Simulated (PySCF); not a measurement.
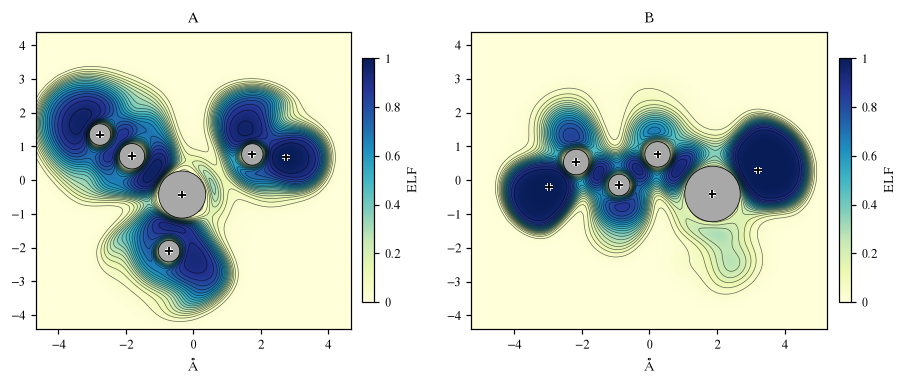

The electron localisation function of 2 systems, each on a plane through atoms (crosses mark nuclei in the plane; grey discs cover the cores).

Method: CAM-B3LYP/def2-SVPD, SCF density, gas phase in PySCF.

System 1: C3H7N3Si (SMILES N#C[Si]1(N)CNC1), the plane of atoms C2, Si3 and N4. Geometry: GFN2-xTB.

```yaml
atoms:
  - { symbol: N, position_ang: [2.3784, -1.4626, 2.0010] }
  - { symbol: C, position_ang: [1.6705, -0.8785, 1.3157] }
  - { symbol: Si, position_ang: [0.5845, 0.1500, 0.1856] }
  - { symbol: N, position_ang: [1.3077, 1.6197, -0.3480] }
  - { symbol: C, position_ang: [-0.3829, -0.8635, -1.1118] }
  - { symbol: N, position_ang: [-1.5517, -0.8586, -0.2254] }
  - { symbol: C, position_ang: [-1.2488, 0.2259, 0.7151] }
  - { symbol: H, position_ang: [1.4666, 2.3516, 0.3271] }
  - { symbol: H, position_ang: [2.0891, 1.5688, -0.9831] }
  - { symbol: H, position_ang: [-0.0747, -1.8842, -1.3423] }
  - { symbol: H, position_ang: [-0.5338, -0.3318, -2.0580] }
  - { symbol: H, position_ang: [-2.4387, -0.7630, -0.7041] }
  - { symbol: H, position_ang: [-1.7344, 1.1784, 0.4751] }
  - { symbol: H, position_ang: [-1.5325, -0.0527, 1.7309] }
```

System 2: C3H9GeN3, the plane of atoms N2, C3 and Ge4. Geometry: GFN2-xTB.

```xyz
16

C     2.4110   -0.3318    0.3655
N     1.0157    0.0628    0.3345
C     0.2841   -0.5168   -0.7765
Ge   -1.6304   -0.0096   -0.4821
N    -2.2726   -0.3178    1.1819
C    -1.6824    1.9085   -0.6632
N    -1.6452    3.0447   -0.8019
H     2.9514   -0.0832   -0.5594
H     2.9014    0.1619    1.2028
H     2.4662   -1.4108    0.5158
H     0.9616    1.0778    0.2674
H     0.3847   -1.6041   -0.7232
H     0.6621   -0.2028   -1.7596
H    -2.6377   -0.5669   -1.4583
H    -1.7207    0.0813    1.9308
H    -2.4570   -1.2842    1.4140
```

Question: Match each panel to its system.

Answer: Panel A is system 1, C3H7N3Si: the plane holds N, C, Si and H. C–N (1.15 Å): the ELF peaks at about 0.85 between the atoms (a short, multiple covalent bond). Panel B is system 2, C3H9GeN3: the plane holds C, N, Ge and H.
